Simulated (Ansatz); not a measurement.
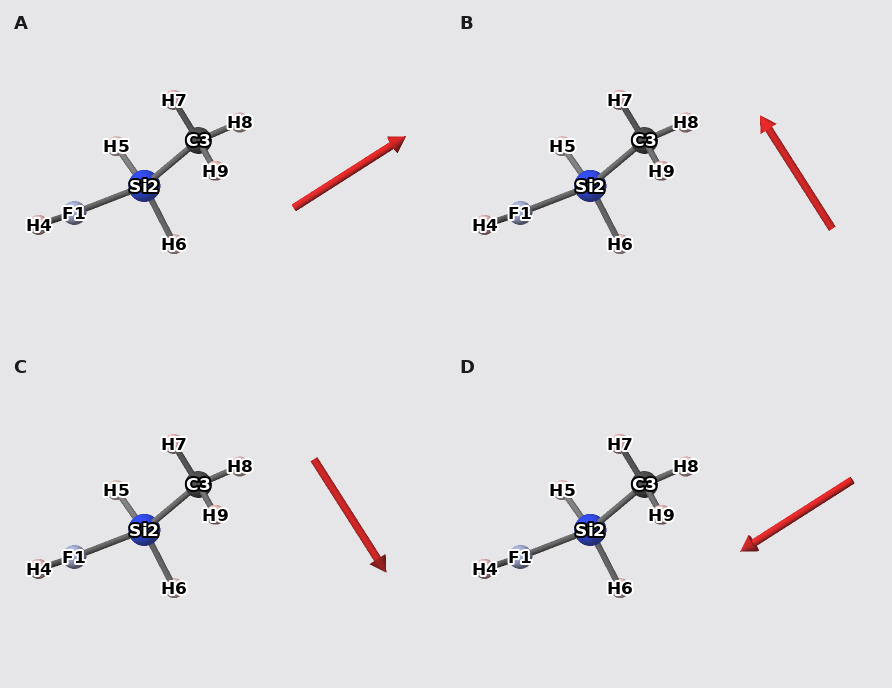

The same molecule four times, each with an arrow. The species is neutral and a spin doublet. Computed geometry: PBE0-D4/def2-TZVP saddle-point search. Properties computed with UKS PBE0-D4/def2-TZVP (Ansatz 0.2.0).

Which arrow points along the dipole moment, from the negative to the positive end?

A. The dipole moment is 1.30 D; it points from the side of H4 to the side of H8 (the outermost atoms at the two ends).
